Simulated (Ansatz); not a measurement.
# BrCl3H2Si: a reaction path by the nudged elastic band

Aim: the minimum-energy path between two given structures and its highest point. Both ends were relaxed at PBE0-D4 in triple zeta. A second band with other settings follows.

The runs use Ansatz 0.2.0, Gaussian basis; PBE0-D4/def2-SVP.

22 further runs of the same task are left out: 22 set aside as unsound or not needed. Runs told in other sessions of the task aren't counted.

### Step 1. Where the work starts

The first end: 7 atoms, charge 0, spin multiplicity 1.

Atoms are counted from 1 here; the program's logs count them from 0.

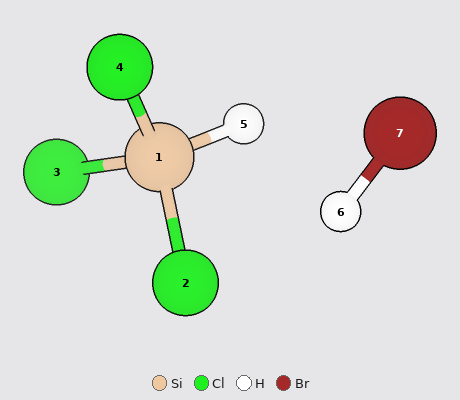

As it starts; silicon light orange, chlorine green, hydrogen white, bromine red; atoms are numbered from 1 in the order of the file.

Geometry (Å):

```xyz
7
charge 0, multiplicity 1
Si   -0.77970   -0.60821   -0.27623
Cl    1.08182   -1.41847   -0.06454
Cl   -2.01524   -2.01197   -1.06180
Cl   -1.46342   -0.03344    1.54208
H    -0.70214    0.54845   -1.17666
H     2.10535    1.07021    0.53516
Br    1.77334    2.45353    0.50208
```

The second end:

```xyz
7
charge 0, multiplicity 1
Si   -1.0175    0.4763   -0.3733
Cl    2.3780   -1.6690    1.1055
Cl   -0.8763   -1.2274   -1.4592
Cl   -1.4021    0.0349    1.5652
H    -2.0849    1.3289   -0.9149
H     2.1119   -0.5274    0.5814
Br    0.8909    1.5838   -0.5047
```

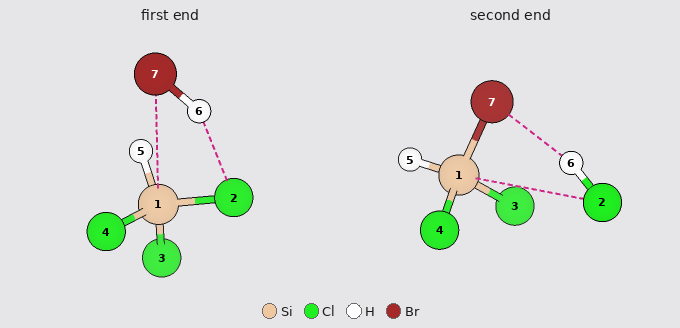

The two ends; dashed lines mark the contacts followed along the path.

### Step 2. The band at PBE0-D4/def2-SVP

Contents of neb/in.yaml:

```yaml
crystal:
  periodic: [false, false, false]
  atoms:
    - {symbol: Si, position_ang: [-0.779705, -0.608208, -0.276231]}
    - {symbol: Cl, position_ang: [1.081818, -1.418469, -0.064537]}
    - {symbol: Cl, position_ang: [-2.015239, -2.011974, -1.061796]}
    - {symbol: Cl, position_ang: [-1.463422, -0.033444, 1.542081]}
    - {symbol: H, position_ang: [-0.702137, 0.548452, -1.176661]}
    - {symbol: H, position_ang: [2.105348, 1.070210, 0.535162]}
    - {symbol: Br, position_ang: [1.773337, 2.453534, 0.502083]}
basis:
  gaussian: {orbitals: def2-SVP}
hamiltonian: {xc: pbe0, dispersion: d4}
neb:
  images: 5
  climbing: true
  max_iterations: 40
  initial_path: idpp
  final_atoms:
    - {symbol: Si, position_ang: [-1.017530, 0.476262, -0.373328]}
    - {symbol: Cl, position_ang: [2.377972, -1.669031, 1.105531]}
    - {symbol: Cl, position_ang: [-0.876290, -1.227428, -1.459169]}
    - {symbol: Cl, position_ang: [-1.402124, 0.034871, 1.565231]}
    - {symbol: H, position_ang: [-2.084865, 1.328926, -0.914875]}
    - {symbol: H, position_ang: [2.111918, -0.527351, 0.581431]}
    - {symbol: Br, position_ang: [0.890921, 1.583849, -0.504722]}
```

Command:

```sh
$ ansatz run in.yaml --threads 8 --pin off --events-out ev --progress --plain --max-ram 19148MiB
```

Log:

```text
Functional definition: PBE0
  name "PBE0"
  cite "Adamo & Barone, J. Chem. Phys. 110, 6158 (1999) doi:10.1063/1.478522"
  cite "Perdew, Burke & Ernzerhof, Phys. Rev. Lett. 77, 3865 (1996) doi:10.1103/PhysRevLett.77.3865"
  parent pbe
  parameter a = 0.25
  parameter kappa = 0.804
  parameter beta = 0.06672455060314922
  exchange = (1 - a)*pbe_x(kappa = kappa, mu = beta*pi^2/3) + a*exact_x
  correlation = pbe_c(beta = beta)
1131 factors; integrals over basis functions are off by at most 2.9e-4 eV
mean field evaluation 1: about -115481.6275 eV, gradient 1.4e1 eV
mean field evaluation 2: about -115481.6694 eV, gradient 1.3e1 eV
mean field evaluation 4: about -115482.1328 eV, gradient 3.2e-1 eV
mean field evaluation 8: about -115482.1392 eV, gradient 2.1e-2 eV
mean field -115482.13922119 eV, -4243.8903397734 hartree, gradient 3.1e-5 eV, S^2 0.000000; 0 other end points of the search recorded, 0 dependent functions left out
the calculation of the forces begins
reference -115482.13924574 eV, -4243.8903406755 hartree; 51, 51 occupied and 63, 63 virtual orbitals, 1131 factors
[... from here to the last solve, the lines of the solves are left out (89 solves) ...]
WARN: NEB end point (image 0): max|allowed force component| = 3.164e-1 eV/Å (the criterion of neb.relax_end_points is 1.000e-2). That is over neb.f_tol: it is no minimum, so the barrier can be far off. Relax it first
WARN: NEB end point (image 6): max|allowed force component| = 3.192e-1 eV/Å (the criterion of neb.relax_end_points is 1.000e-2). That is over neb.f_tol: it is no minimum, so the barrier can be far off. Relax it first
NEB iter   1: max|band force component| = 4.025e0 eV/Å  barrier→ = 3.8492 eV  barrier← = 3.7562 eV  Δτ_max = 0.2000 Å  (183 SCF iters)
NEB iter   2: max|band force component| = 3.230e0 eV/Å  barrier→ = 2.4286 eV  barrier← = 2.3356 eV  Δτ_max = 0.2000 Å  (142 SCF iters)
NEB iter   3: max|band force component| = 3.897e0 eV/Å  barrier→ = 1.6490 eV  barrier← = 1.5560 eV  Δτ_max = 0.1007 Å  (136 SCF iters)
NEB iter   4: max|band force component| = 8.912e-1 eV/Å  barrier→ = 1.5387 eV  barrier← = 1.4456 eV  Δτ_max = 0.1081 Å  (140 SCF iters)
NEB iter   5: max|band force component| = 5.016e-1 eV/Å  barrier→ = 1.5210 eV  barrier← = 1.4280 eV  CI = image 3  Δτ_max = 0.0837 Å  (134 SCF iters)
NEB iter   6: max|band force component| = 2.587e-1 eV/Å  barrier→ = 1.5422 eV  barrier← = 1.4492 eV  CI = image 3  Δτ_max = 0.1989 Å  (132 SCF iters)
NEB iter   7: max|band force component| = 7.666e-1 eV/Å  barrier→ = 1.5328 eV  barrier← = 1.4398 eV  CI = image 3  Δτ_max = 0.1020 Å  (135 SCF iters)
NEB iter   8: max|band force component| = 2.263e-1 eV/Å  barrier→ = 1.5324 eV  barrier← = 1.4394 eV  CI = image 3  Δτ_max = 0.1066 Å  (131 SCF iters)
NEB iter   9: max|band force component| = 6.983e-2 eV/Å  barrier→ = 1.5323 eV  barrier← = 1.4393 eV  CI = image 3  Δτ_max = 0.0316 Å  (118 SCF iters)
1134 factors; integrals over basis functions are off by at most 1.1e-3 eV
mean field -115481.03481947 eV, -4243.8497537588 hartree, gradient 3.0e-6 eV, S^2 0.000000; 0 other end points of the search recorded, 0 dependent functions left out
the calculation of the forces begins
reference -115481.03484218 eV, -4243.8497545931 hartree; 51, 51 occupied and 63, 63 virtual orbitals, 1134 factors
NEB iter  10: max|band force component| = 4.382e-2 eV/Å  barrier→ = 1.5323 eV  barrier← = 1.4393 eV  CI = image 3  CI's point: of a kind that is not told: the force calls were inconclusive, a negative curvature could not be distinguished from the path's own, the only one lies far off the path, or fixed occupations may fill a level only in part  Δτ_max = 0.0000 Å  (919 SCF iters)
Total energy: -115480.83949975 eV, -4243.8425758916 hartree
Atom 0 at    -0.597304     0.061475    -0.194415 Å, force    -0.005017    -0.001845     0.001731 eV/Å
Atom 1 at     1.236254    -1.416606     0.263400 Å, force     0.004581    -0.005059    -0.003785 eV/Å
Atom 2 at    -1.466864    -1.502040    -1.247139 Å, force    -0.001962    -0.000347     0.003022 eV/Å
Atom 3 at    -1.372731     0.134410     1.693049 Å, force     0.001256     0.000989    -0.001233 eV/Å
Atom 4 at    -1.091335     1.176103    -1.027885 Å, force     0.002403     0.002004    -0.004422 eV/Å
Atom 5 at     1.848560    -0.065695     0.391422 Å, force    -0.001988     0.006150     0.001113 eV/Å
Atom 6 at     1.443419     1.612455     0.121669 Å, force     0.000727    -0.001893     0.003574 eV/Å
Dipole moment:     0.158062     0.021480    -0.019442 e Å
```

It took 75 s on 8 threads of Arm Neoverse V2, shared host.

The last band:

```
image  path (Å)  energy (kJ/mol)  Si1–Br7 (Å)  Cl2–H6 (Å)  Si1–Cl2 (Å)  H6–Br7 (Å)
    0      0.00              0.0         4.06        2.76         2.04        1.42
    1      0.69              5.6         3.64        2.29         2.07        1.43
    2      1.38             66.5         3.09        1.93         2.14        1.47
    3      2.07            147.8         2.58        1.49         2.40        1.75
    4      2.83             79.4         2.31        1.32         3.00        2.11
    5      3.58             17.7         2.23        1.29         3.63        2.38
    6      4.34              9.0         2.21        1.28         4.28        2.67
```

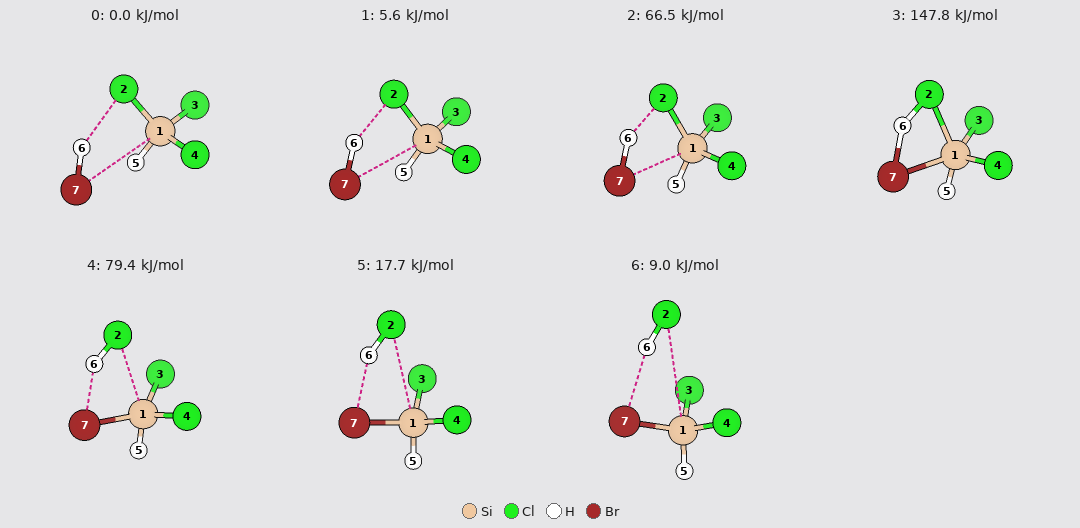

The images of the last band.

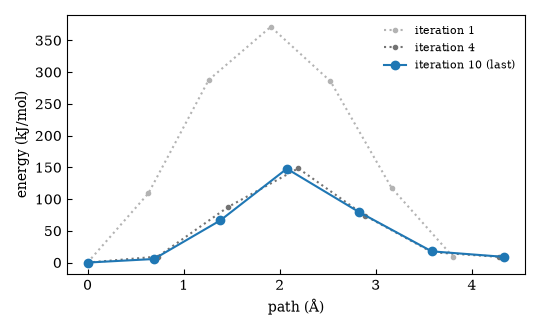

Energy along the path.

The highest image, 3:

```xyz
7
BrCl3H2Si
Si   -0.5973    0.0615   -0.1944
Cl    1.2363   -1.4166    0.2634
Cl   -1.4669   -1.5020   -1.2471
Cl   -1.3727    0.1344    1.6930
H    -1.0913    1.1761   -1.0279
H     1.8486   -0.0657    0.3914
Br    1.4434    1.6125    0.1217
```

### Step 3. The band at PBE-D4/def2-SVP, other settings

Changes to neb/in.yaml since step 2:

```diff
@@ -12,3 +12,3 @@
   gaussian: {orbitals: def2-SVP}
-hamiltonian: {xc: pbe0, dispersion: d4}
+hamiltonian: {xc: pbe, dispersion: d4}
 neb:
@@ -17,3 +17,3 @@
   max_iterations: 40
-  initial_path: idpp
+  initial_path: linear
   final_atoms:
```

Command:

```sh
$ ansatz run in.yaml --threads 8 --pin off --events-out ev --progress --plain --max-ram 19148MiB
```

Log:

```text
Functional definition: PBE
  name "PBE"
[... 4 set-up lines as earlier in the session ...]
  exchange = pbe_x(kappa = kappa, mu = beta*pi^2/3)
[... 1 set-up line as earlier in the session ...]
1242 factors; their error is unknown
mean field evaluation 1: about -115475.1387 eV, gradient 1.6e1 eV
mean field evaluation 2: about -115475.4151 eV, gradient 1.2e1 eV
mean field evaluation 4: about -115475.7796 eV, gradient 7.8e-1 eV
mean field evaluation 8: about -115475.6615 eV, gradient 8.2e-2 eV
mean field evaluation 16: about -115475.6615 eV, gradient 2.4e-5 eV
mean field -115475.66150237 eV, -4243.6522879974 hartree, gradient 2.4e-5 eV, S^2 0.000000; 0 other end points of the search recorded, 0 dependent functions left out
the calculation of the forces begins
reference -115475.66153510 eV, -4243.6522892001 hartree; 51, 51 occupied and 63, 63 virtual orbitals, 1242 factors
[... from here to the last solve, the lines of the solves are left out (79 solves) ...]
WARN: NEB end point (image 0): max|allowed force component| = 6.281e-1 eV/Å (the criterion of neb.relax_end_points is 1.000e-2). That is over neb.f_tol: it is no minimum, so the barrier can be far off. Relax it first
WARN: NEB end point (image 6): max|allowed force component| = 6.240e-1 eV/Å (the criterion of neb.relax_end_points is 1.000e-2). That is over neb.f_tol: it is no minimum, so the barrier can be far off. Relax it first
NEB iter   1: max|band force component| = 4.298e0 eV/Å  barrier→ = 3.4422 eV  barrier← = 3.3492 eV  Δτ_max = 0.2000 Å  (178 SCF iters)
NEB iter   2: max|band force component| = 1.734e0 eV/Å  barrier→ = 1.6740 eV  barrier← = 1.5810 eV  Δτ_max = 0.2000 Å  (164 SCF iters)
NEB iter   3: max|band force component| = 3.448e0 eV/Å  barrier→ = 1.3301 eV  barrier← = 1.2372 eV  Δτ_max = 0.1001 Å  (152 SCF iters)
NEB iter   4: max|band force component| = 6.643e-1 eV/Å  barrier→ = 1.2586 eV  barrier← = 1.1656 eV  Δτ_max = 0.0346 Å  (138 SCF iters)
NEB iter   5: max|band force component| = 3.448e-1 eV/Å  barrier→ = 1.2476 eV  barrier← = 1.1547 eV  CI = image 3  Δτ_max = 0.0733 Å  (136 SCF iters)
NEB iter   6: max|band force component| = 2.267e-1 eV/Å  barrier→ = 1.2543 eV  barrier← = 1.1613 eV  CI = image 3  Δτ_max = 0.0287 Å  (131 SCF iters)
NEB iter   7: max|band force component| = 8.485e-2 eV/Å  barrier→ = 1.2520 eV  barrier← = 1.1590 eV  CI = image 3  Δτ_max = 0.0140 Å  (136 SCF iters)
1242 factors; their error is unknown
mean field -115474.74074166 eV, -4243.6184506657 hartree, gradient 1.4e-6 eV, S^2 0.000000; 0 other end points of the search recorded, 0 dependent functions left out
the calculation of the forces begins
reference -115474.74077203 eV, -4243.6184517815 hartree; 51, 51 occupied and 63, 63 virtual orbitals, 1242 factors
NEB iter   8: max|band force component| = 2.944e-2 eV/Å  barrier→ = 1.2513 eV  barrier← = 1.1584 eV  CI = image 3  CI's point: of a kind that is not told: the force calls were inconclusive, a negative curvature could not be distinguished from the path's own, the only one lies far off the path, or fixed occupations may fill a level only in part  Δτ_max = 0.0000 Å  (968 SCF iters)
Total energy: -115474.67578505 eV, -4243.6160635542 hartree
Atom 0 at    -0.610042     0.062338    -0.187750 Å, force     0.029232    -0.013409     0.019870 eV/Å
Atom 1 at     1.256044    -1.445212     0.276911 Å, force    -0.011399     0.018895     0.004301 eV/Å
Atom 2 at    -1.461604    -1.492863    -1.290887 Å, force    -0.002800    -0.005892    -0.012495 eV/Å
Atom 3 at    -1.379061     0.108432     1.720588 Å, force     0.000373    -0.001805     0.004314 eV/Å
Atom 4 at    -1.131404     1.205972    -0.986102 Å, force    -0.018566     0.018793    -0.012732 eV/Å
Atom 5 at     1.858892    -0.055742     0.374887 Å, force     0.006988    -0.009895     0.002469 eV/Å
Atom 6 at     1.467175     1.617176     0.092454 Å, force    -0.003827    -0.006686    -0.005727 eV/Å
Dipole moment:     0.125960     0.053147    -0.014801 e Å
```

It took 40 s on 8 threads of Arm Neoverse V2, shared host.

The last band:

```
image  path (Å)  energy (kJ/mol)  Si1–Br7 (Å)  Cl2–H6 (Å)  Si1–Cl2 (Å)  H6–Br7 (Å)
    0      0.00              0.0         4.06        2.76         2.04        1.42
    1      0.71              0.3         3.69        2.27         2.09        1.45
    2      1.42             54.2         3.13        1.94         2.17        1.49
    3      2.13            120.7         2.61        1.52         2.44        1.74
    4      2.86             65.2         2.34        1.33         3.02        2.09
    5      3.59             12.7         2.26        1.31         3.64        2.35
    6      4.33              9.0         2.21        1.28         4.28        2.67
```

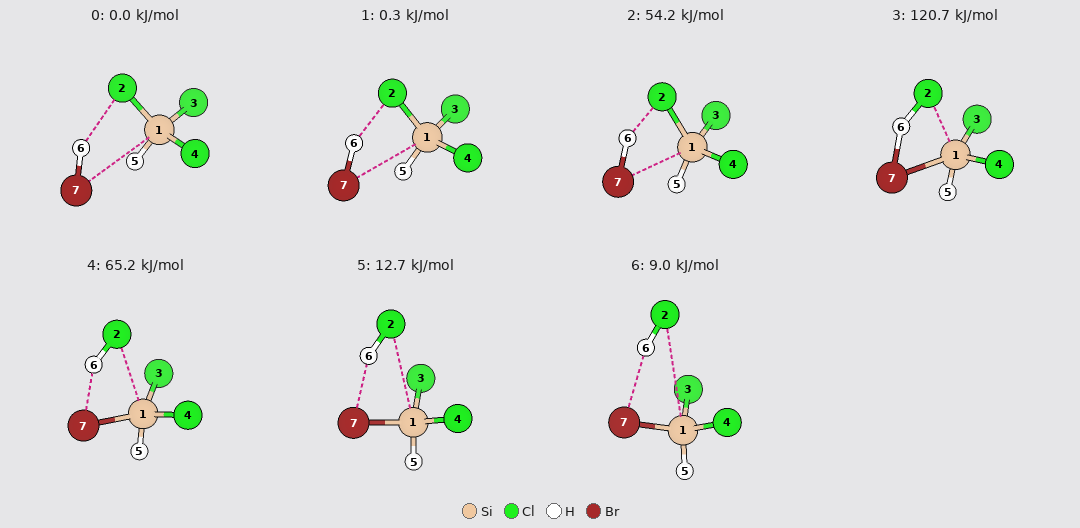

The images of the last band.

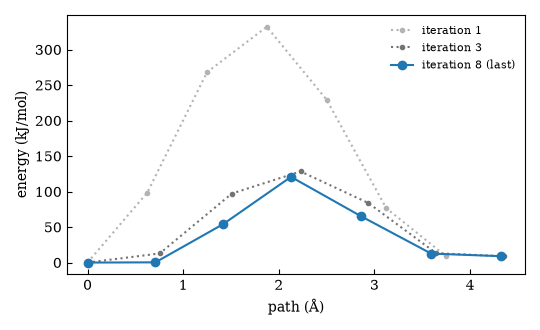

Energy along the path.

The highest image, 3:

```xyz
7
charge 0, multiplicity 1
Si   -0.61004    0.06234   -0.18775
Cl    1.25604   -1.44521    0.27691
Cl   -1.46160   -1.49286   -1.29089
Cl   -1.37906    0.10843    1.72059
H    -1.13140    1.20597   -0.98610
H     1.85889   -0.05574    0.37489
Br    1.46717    1.61718    0.09245
```

### Step 4. Results

```
                                                                       quantity                                                 value
                                                PBE0-D4/def2-SVP, 10 iterations  highest 147.8 kJ/mol (image 3), last end +9.0 kJ/mol
                                                  PBE-D4/def2-SVP, 8 iterations  highest 120.7 kJ/mol (image 3), last end +9.0 kJ/mol
from earlier runs: barrier over the separately found saddle, CCSD(T)/def2-TZVPP                                          179.6 kJ/mol
```

The highest image lies 147.8 kJ/mol above the first end, and it climbed, so it estimates the saddle. The ends are not quite minima at this level (largest force component 0.32 eV/Å), so the heights are unreliable: relaxing the first end would lower it and raise the barrier above it. The highest image is 31.8 kJ/mol below the CCSD(T) barrier in triple zeta, which comes from separate runs on the saddle. The second band's highest image lies at 120.7 kJ/mol; the levels differ.
